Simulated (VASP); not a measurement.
# P2W under strain, part 4 of 4

How does the pressure of P2W answer to a change of volume? The bands are shown for each cell. All runs use PBEsol. Left out of this account: 1 further run (fields: a reference on another mesh). The start is a cell from a database of measured crystal structures.

VASP 6.6.1; PBEsol; plane waves and PAW (P, W).

Still holding for the runs below: Spin-orbit coupling is off here; with elements this heavy it splits and shifts levels by tenths of an eV or more.

So far, pressure (GPa): step 2 (bands, cell as listed) -2.71; step 3 (cell volume +4.0 %) -10.3; step 4 (cell volume +8.0 %) -16.4; step 5 (bands, sheared, principal strains -0.9, -0.3, +1.2 %) -2.90; step 6 (cell volume -4.0 %) 6.79.

### Step 7. Bands, volume times 0.92

The cell is scaled evenly once more. A prediction first. A parabola through the 4 pressures of evenly scaled cells so far, P = -2.68 -213.2 t +458 t² GPa with t = ln(V/V₁) and V₁ the volume at scale 1, gives 18.28 GPa at t = -0.0834.

INCAR

```
SYSTEM = P2W
PREC = Accurate
ENCUT = 400
EDIFF = 1E-06
NELM = 100
ISMEAR = -1
SIGMA = 0.05
LREAL = .FALSE.
ALGO = Normal
GGA = PS
NBANDS = 32
LASPH = .TRUE.
LORBIT = 11
LWAVE = .FALSE.
LCHARG = .FALSE.
KPAR = 4
```

POSCAR

```
P2W
1.0
    0.0000000000     -3.0811614015      0.0000000000
   -4.1335025114      1.5405807007      0.0000000000
   -0.5725236484      1.5405807007     -6.3282388449
P W
4 2
Direct
    0.8620000000      0.7481000000      0.9759000000
    0.1380000000      0.2519000000      0.0241000000
    0.4012000000      0.1992000000      0.6032000000
    0.5988000000      0.8008000000      0.3968000000
    0.1582000000      0.6099000000      0.7065000000
    0.8418000000      0.3901000000      0.2935000000
```

KPOINTS

```
Automatic mesh
0
Gamma
10 10 10
0 0 0
```

KPOINTS_OPT

```
Line mode
16
Line-mode
Reciprocal
  0.00000000  -0.50000000   0.00000000 X
  0.00000000   0.00000000   0.00000000 GAMMA

  0.00000000   0.00000000   0.00000000 GAMMA
  0.00000000   0.00000000  -0.50000000 Y

  0.00000000  -0.50000000  -0.50000000 L
  0.00000000   0.00000000   0.00000000 GAMMA

  0.00000000   0.00000000   0.00000000 GAMMA
  0.50000000   0.00000000   0.00000000 Z

  0.50000000  -0.50000000   0.00000000 N
  0.00000000   0.00000000   0.00000000 GAMMA

  0.00000000   0.00000000   0.00000000 GAMMA
  0.50000000   0.00000000  -0.50000000 M

  0.50000000  -0.50000000  -0.50000000 R
  0.00000000   0.00000000   0.00000000 GAMMA
```

The projector-augmented-wave data sets are P and W (PBE family, release 64).

On the command line:

```
mpirun -np 4 vasp_std
```

The program printed:

```text
[... set-up lines as in an earlier step ...]
 entering main loop
       N       E                     dE             d eps       ncg     rms          rms(c)
DAV:   1     0.757231666104E+02    0.75723E+02   -0.11432E+04 18048   0.724E+02
DAV:   2    -0.486170075246E+02   -0.12434E+03   -0.11496E+03 21560   0.182E+02
DAV:   3    -0.548249025783E+02   -0.62079E+01   -0.60474E+01 24224   0.367E+01
DAV:   4    -0.548989541535E+02   -0.74052E-01   -0.73940E-01 21896   0.462E+00
DAV:   5    -0.549000932457E+02   -0.11391E-02   -0.11388E-02 24336   0.518E-01    0.443E+01
DAV:   6    -0.536581870869E+02    0.12419E+01   -0.15877E+00 26168   0.702E+00    0.202E+01
DAV:   7    -0.533870467284E+02    0.27114E+00   -0.47625E-01 23416   0.425E+00    0.909E+00
DAV:   8    -0.533256854276E+02    0.61361E-01   -0.10144E-01 24312   0.206E+00    0.619E-01
DAV:   9    -0.533250207605E+02    0.66467E-03   -0.16457E-02 21848   0.604E-01    0.544E-01
DAV:  10    -0.533246614956E+02    0.35926E-03   -0.16858E-03 23992   0.180E-01    0.258E-01
DAV:  11    -0.533245986045E+02    0.62891E-04   -0.22568E-04 23376   0.749E-02    0.811E-02
DAV:  12    -0.533246049459E+02   -0.63414E-05   -0.54392E-05 23744   0.340E-02    0.226E-02
DAV:  13    -0.533246017585E+02    0.31875E-05   -0.59351E-06 22952   0.127E-02    0.102E-02
DAV:  14    -0.533246014230E+02    0.33548E-06   -0.81387E-07 14264   0.376E-03
   1 F= -.53324601E+02 E0= -.53319113E+02  d E =-.109764E-01
 Start KPOINTS_OPT (optional k-point list driver)
k-point batch [1-112\112]
       N       E                     dE             ncg
DAV:   1     0.389549901477E+05   -0.17857E+05     7168
DAV:   2     0.249860746819E+05   -0.13969E+05     8544
DAV:   3     0.242812744060E+05   -0.70480E+03     9496
DAV:   4     0.242731021577E+05   -0.81722E+01     8720
DAV:   5     0.242729758062E+05   -0.12635E+00     9576
DAV:   6     0.242729725340E+05   -0.32722E-02     8752
DAV:   7     0.242729724256E+05   -0.10837E-03     8880
DAV:   8     0.242729724212E+05   -0.44528E-05     6792
DAV:   9     0.242729724208E+05   -0.37327E-06     6216
```

Run time: 67 s. Hardware: 4 MPI ranks of Intel Xeon 6975P-C (Granite Rapids), shared host; peak memory 2.8 GiB.

From OUTCAR (step 7):

```text
   ENCUT  =  400.0 eV  29.40 Ry    5.42 a.u.   5.02  7.19 10.66*2*pi/ulx,y,z

   NELECT =      32.0000    total number of electrons

 E-fermi :  10.4917

 k-point     1 :       0.0000    0.0000    0.0000
  band No.  band energies     occupation
    ...
     12       7.2414      2.00000
     13       8.0124      2.00000
     14       8.1937      2.00000
     15       8.7202      2.00000
     16      10.0898      1.99935
     17      11.0736      0.00002
     18      11.7210      0.00000
     19      12.4181      0.00000
     20      13.6905      0.00000
     21      14.7077      0.00000
    ...

  Total        9.8233662      7.8991787     10.4395549      0.0000000      0.0000000      0.1390429
  in kB      195.2789365    157.0279663    207.5281663      0.0000000      0.0000000      2.7640381
  external PRESSURE =     186.6116897 kB  Pullay stress =       0.0000000 kB

 POSITION                                       TOTAL-FORCE (eV/Angst)
 -----------------------------------------------------------------------------------
     -3.65100     -0.00000     -6.17573        -0.142249     -0.000000     -0.147198
     -1.05503     -0.00000     -0.15251         0.142249      0.000000      0.147198
     -1.16874     -0.00000     -3.81719         0.614628      0.000000      0.041395
     -3.53729     -0.00000     -2.51105        -0.614628     -0.000000     -0.041395
     -2.92551      1.54058     -4.47090        -0.353536     -0.000000      0.239240
     -1.78052     -1.54058     -1.85734         0.353536      0.000000     -0.239240
 -----------------------------------------------------------------------------------
    total drift:                                0.000000     -0.000000     -0.000000

  FREE ENERGIE OF THE ION-ELECTRON SYSTEM (eV)
  ---------------------------------------------------
  free  energy   TOTEN  =       -53.3246014230 eV

  energy  without entropy=      -53.3136250679  energy(sigma->0) =      -53.31911325

[... 3 parts as in an earlier step ...]

[... 13 further parts left out ...]
```

This step gave:

```yaml
free_energy_toten: -53.3246 eV
energy_at_zero_smearing: -53.3191 eV
fermi_energy: 10.49 eV
pressure: 18.66 GPa
```

The electronic bands at the labelled points (eV, zero at the Fermi level; # counts the bands kept, so #1 is VASP's band 4):

```
    point    #10    #11    #12    #13    #14   #15   #16   #17
        X  -2.06  -1.95  -1.07  -0.50   0.69  1.25  1.46  2.52
        Γ  -2.48  -2.30  -1.77  -0.40   0.58  1.23  1.93  3.20
        Y  -3.10  -1.60  -1.56  -1.10   1.68  2.06  2.28  2.49
jump to L  -1.96  -1.26  -1.08  -0.46  -0.34  1.72  2.26  2.29
        Γ  -2.48  -2.30  -1.77  -0.40   0.58  1.23  1.93  3.20
        Z  -3.81  -3.02  -2.09   0.39   1.73  1.87  2.35  2.69
jump to N  -3.19  -2.85  -1.95  -1.07   0.87  1.50  2.48  3.29
        Γ  -2.48  -2.30  -1.77  -0.40   0.58  1.23  1.93  3.20
        M  -3.19  -2.85  -1.95  -1.07   0.87  1.50  2.48  3.29
jump to R  -3.81  -3.02  -2.09   0.39   1.73  1.87  2.35  2.69
        Γ  -2.48  -2.30  -1.77  -0.40   0.58  1.23  1.93  3.20
```

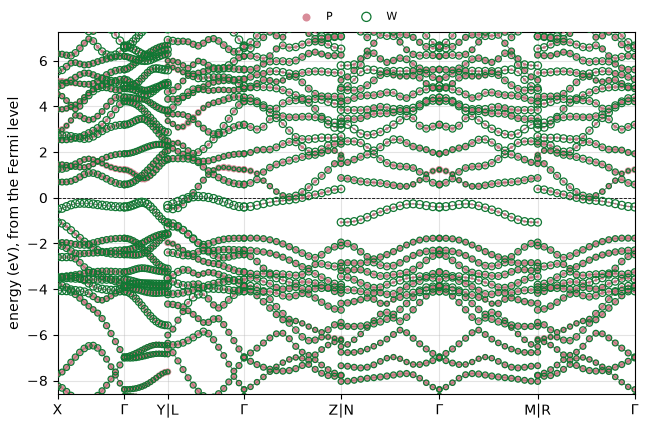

Electronic bands along the path; dots are coloured as in the legend, and their area grows with the weight.

Force by atom:

```
atom  x (eV/Å)  y (eV/Å)  z (eV/Å)   size
  P1    -0.142     0.000    -0.147  0.205
  P2     0.142     0.000     0.147  0.205
  P3     0.615     0.000     0.041  0.616
  P4    -0.615     0.000    -0.041  0.616
  W5    -0.354     0.000     0.239  0.427
  W6     0.354     0.000    -0.239  0.427
```

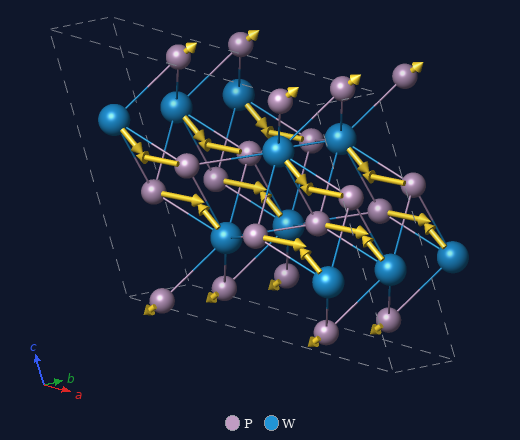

Force as arrows, the longest 0.616 eV/Å. 1×2×1 conventional cells are drawn. Some periodic images of atoms are drawn too.

 The pressure is 18.66 GPa. The parabola predicted 18.28 GPa, -0.38 GPa off.

### Step 8. Bands, atoms displaced by up to 0.09 Å

The atoms are moved off their sites at random, as a crude picture of disorder.

INCAR is that of step 7.

POSCAR

```
P2W
1.0
    0.0000000000     -3.1680000000      0.0000000000
   -4.2500000000      1.5840000000      0.0000000000
   -0.5886594961      1.5840000000     -6.5065921737
P W
4 2
Direct
    0.8660950000      0.7581850000      0.9720320000
    0.1345690000      0.2558330000      0.0255620000
    0.4260710000      0.2105640000      0.5990320000
    0.5998600000      0.8050360000      0.3911720000
    0.1642360000      0.6005840000      0.7104260000
    0.8349080000      0.3792060000      0.2954240000
```

KPOINTS is that of step 7.

KPOINTS_OPT is that of step 7.

On the command line:

```
mpirun -np 4 vasp_std
```

The program printed:

```text
[... set-up lines as in an earlier step ...]
 entering main loop
       N       E                     dE             d eps       ncg     rms          rms(c)
DAV:   1     0.710067452648E+02    0.71007E+02   -0.11263E+04 32256   0.718E+02
DAV:   2    -0.489506340644E+02   -0.11996E+03   -0.11058E+03 38568   0.176E+02
DAV:   3    -0.552071089685E+02   -0.62565E+01   -0.60754E+01 43224   0.362E+01
DAV:   4    -0.552873711237E+02   -0.80262E-01   -0.80116E-01 39136   0.472E+00
DAV:   5    -0.552886553388E+02   -0.12842E-02   -0.12839E-02 43480   0.545E-01    0.380E+01
DAV:   6    -0.538417524153E+02    0.14469E+01   -0.23450E+00 46960   0.866E+00    0.155E+01
DAV:   7    -0.535897429987E+02    0.25201E+00   -0.72816E-01 41984   0.558E+00    0.984E+00
DAV:   8    -0.534750233579E+02    0.11472E+00   -0.14233E-01 42920   0.251E+00    0.705E-01
DAV:   9    -0.534748893902E+02    0.13397E-03   -0.27320E-02 39560   0.802E-01    0.609E-01
DAV:  10    -0.534744340316E+02    0.45536E-03   -0.20622E-03 43296   0.265E-01    0.381E-01
DAV:  11    -0.534743116275E+02    0.12240E-03   -0.87115E-04 42824   0.160E-01    0.130E-01
DAV:  12    -0.534742425337E+02    0.69094E-04   -0.22831E-04 43776   0.950E-02    0.627E-02
DAV:  13    -0.534742465867E+02   -0.40531E-05   -0.28220E-05 39008   0.251E-02    0.180E-02
DAV:  14    -0.534742443779E+02    0.22088E-05   -0.22073E-06 36400   0.822E-03    0.979E-03
DAV:  15    -0.534742441410E+02    0.23690E-06   -0.58259E-07 25232   0.498E-03
   1 F= -.53474244E+02 E0= -.53467797E+02  d E =-.128946E-01
 Start KPOINTS_OPT (optional k-point list driver)
k-point batch [1-112\112]
       N       E                     dE             ncg
DAV:   1     0.473820748734E+05   -0.18746E+05     7168
DAV:   2     0.338930087791E+05   -0.13489E+05     8632
DAV:   3     0.331920933242E+05   -0.70092E+03     9464
DAV:   4     0.331835703532E+05   -0.85230E+01     8536
DAV:   5     0.331834355081E+05   -0.13485E+00     9568
DAV:   6     0.331834319608E+05   -0.35474E-02     8632
DAV:   7     0.331834318442E+05   -0.11654E-03     9048
DAV:   8     0.331834318394E+05   -0.47697E-05     6744
DAV:   9     0.331834318391E+05   -0.34564E-06     6240
```

It took 1.8 min on 4 MPI ranks; peak memory 4.7 GiB.

Parts of OUTCAR (step 8):

```text
   NELECT =      32.0000    total number of electrons

 E-fermi :   9.3536

 k-point     1 :       0.0000    0.0000    0.0000
  band No.  band energies     occupation
    ...
     12       6.4536      2.00000
     13       7.0246      2.00000
     14       7.2141      2.00000
     15       7.7437      2.00000
     16       9.0480      1.99558
     17       9.7687      0.00050
     18      10.3264      0.00000
     19      11.0850      0.00000
     20      12.4081      0.00000
     21      12.9522      0.00000
    ...

  Total       -0.8849068     -1.0266640     -0.7457738      0.0134872      0.2027536      0.3569045
  in kB      -16.1837964    -18.7763531    -13.6392345      0.2466627      3.7081002      6.5273206
  external PRESSURE =     -16.1997947 kB  Pullay stress =       0.0000000 kB

 POSITION                                       TOTAL-FORCE (eV/Angst)
 -----------------------------------------------------------------------------------
     -3.79448     -0.00313     -6.32462         0.720523     -0.090743     -0.413464
     -1.10234      0.01942     -0.16632         0.083123     -0.219997      0.015305
     -1.24752     -0.06739     -3.89766         1.304047      0.512778     -0.312126
     -3.65167     -0.00556     -2.54520         0.720867      0.047757     -0.610447
     -2.97068      1.55634     -4.62245        -1.394468      0.004115      0.878977
     -1.78553     -1.57637     -1.92220        -1.434093     -0.253910      0.441756
 -----------------------------------------------------------------------------------
    total drift:                               -0.000092     -0.000050     -0.000032

  FREE ENERGIE OF THE ION-ELECTRON SYSTEM (eV)
  ---------------------------------------------------
  free  energy   TOTEN  =       -53.4742441410 eV

  energy  without entropy=      -53.4613495287  energy(sigma->0) =      -53.46779683

[... 5 parts as in an earlier step ...]

[... 12 further parts left out ...]
```

Numbers from this step:

```
SCF cycles              : 15
irreducible k-points    : 504
symmetry operations     : 1
free energy (TOTEN)     : -53.4742 eV
energy at zero smearing : -53.4678 eV
Fermi energy            : 9.354 eV
pressure                : -1.620 GPa
```

Electronic bands along the path, in eV, zero at the Fermi level; # counts the bands kept, so #1 is VASP's band 4:

```
    point    #10    #11    #12    #13    #14   #15   #16   #17
        X  -1.97  -1.86  -0.99  -0.43   0.61  1.07  1.15  2.16
        Γ  -2.33  -2.14  -1.61  -0.31   0.42  0.97  1.73  3.05
        Y  -2.82  -1.56  -1.44  -1.10   1.51  1.67  1.99  2.26
jump to L  -1.88  -1.17  -1.04  -0.50  -0.24  1.55  1.72  2.35
        Γ  -2.33  -2.14  -1.61  -0.31   0.42  0.97  1.73  3.05
        Z  -3.48  -2.69  -1.97   0.36   1.37  1.84  2.03  2.48
jump to N  -2.90  -2.85  -1.85  -0.92   0.79  1.51  2.14  2.84
        Γ  -2.33  -2.14  -1.61  -0.31   0.42  0.97  1.73  3.05
        M  -2.90  -2.72  -1.85  -0.87   0.62  1.45  2.13  2.80
jump to R  -3.52  -2.67  -1.99   0.29   1.40  1.95  2.07  2.55
        Γ  -2.33  -2.14  -1.61  -0.31   0.42  0.97  1.73  3.05
```

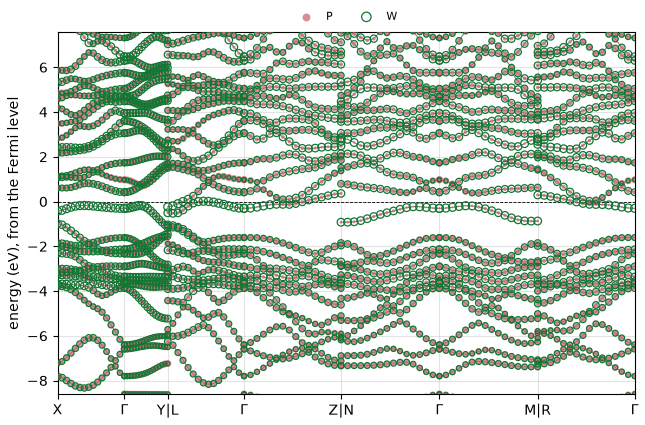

Electronic bands along the path; dots are coloured as in the legend, and their area grows with the weight.

Force by atom:

```
atom  x (eV/Å)  y (eV/Å)  z (eV/Å)  size
  P1      0.72     -0.09     -0.41  0.84
  P2      0.08     -0.22      0.02  0.24
  P3      1.30      0.51     -0.31  1.44
  P4      0.72      0.05     -0.61  0.95
  W5     -1.39      0.00      0.88  1.65
  W6     -1.43     -0.25      0.44  1.52
```

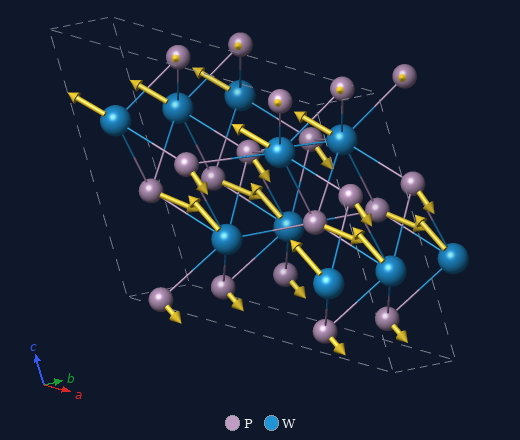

Force as arrows, the longest 1.65 eV/Å. 1×2×1 conventional cells are drawn. Some periodic images of atoms are drawn too.

 The pressure is -1.62 GPa, and the symmetry operations fall from 4 to 1.

### Step 9. Side by side

| cell | mesh | pressure (GPa) | gap (eV) |
| --- | --- | --- | --- |
| cell as listed | 10×10×10 | -2.71 | none |
| volume times 1.04 | 10×10×10 | -10.31 | none |
| volume times 1.08 | 10×10×10 | -16.39 | none |
| sheared, principal strains -0.9, -0.3, +1.2 % | 10×10×10 | -2.90 | none |
| volume times 0.96 | 10×10×10 | 6.79 | none |
| volume times 0.92 | 10×10×10 | 18.66 | none |
| atoms displaced by up to 0.09 Å | 10×10×10 | -1.62 | none |

### Step 10. Summary of results

```
pressure, cell as listed                                    : -2.71 GPa
pressure, volume times 1.04                                 : -10.3 GPa
pressure, volume times 1.08                                 : -16.4 GPa
pressure, sheared, principal strains -0.9, -0.3, +1.2 %     : -2.90 GPa
pressure, volume times 0.96                                 : 6.79 GPa
pressure, volume times 0.92                                 : 18.7 GPa
pressure, atoms displaced by up to 0.09 Å                   : -1.62 GPa
bulk modulus at the listed volume, shape and positions held : 215 GPa
```

The slope of pressure against ln V at the listed volume gives a bulk modulus of 215 GPa at fixed shape and positions, an upper bound since the atoms bear forces. The atoms were not relaxed in the changed cells. Spin-orbit coupling is left out, and with elements this heavy it would split and shift bands near the Fermi level.

[Lines on the potential files, build, host, timing and source positions are cut from VASP's logs without a mark.]

[Logs are printed without paths, hosts, clocks, repeated set-up lines and the standing remarks that a program may print on its own settings, such as how far it seeks lower states.]

[Hosts, paths, dates, database ids (printed as entryN), source tags and the programs' standing remarks are cut or masked in the printed files.]

[A measured line is paired with the nearest computed mode of its activity, which favours agreement.]
